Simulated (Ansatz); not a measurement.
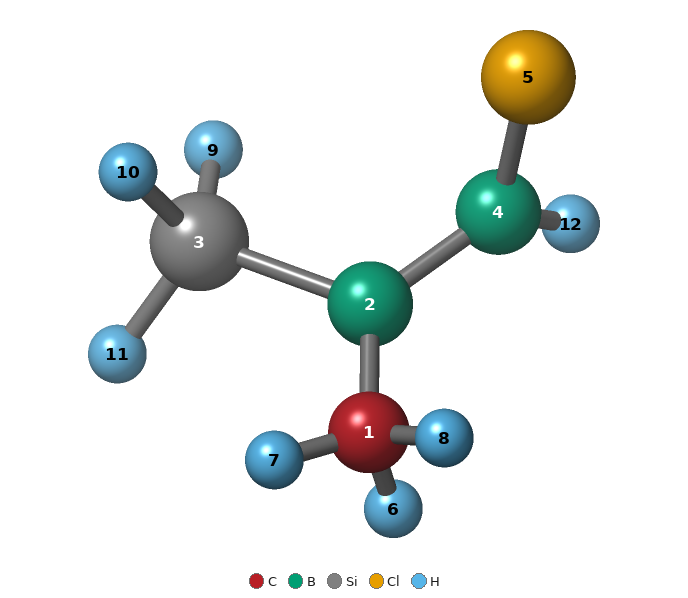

The computed structure is the end point of a PBE0-D4/def2-TZVP optimisation. No frequency run is at hand to confirm it as a minimum.

### What is the geometry at B2?

B2 has 3 neighbours (C1 at 1.56, Si3 at 2.03, B4 at 1.65 Å); the arrangement is trigonal planar.

### What is the geometry at Si3?

Si3 has 4 neighbours (B2 at 2.03, H9 at 1.49, H10 at 1.49, H11 at 1.49 Å); the arrangement is tetrahedral.

### What is the geometry at C1?

C1 has 4 neighbours (B2 at 1.56, H6 at 1.10, H7 at 1.09, H8 at 1.09 Å); the arrangement is tetrahedral.

### What is the geometry at B4?

B4 has 3 neighbours (B2 at 1.65, Cl5 at 1.76, H12 at 1.20 Å); the arrangement is trigonal planar.

### What is the dihedral angle C1–B2–B4–Cl5?

95° in size, that is about perpendicular.
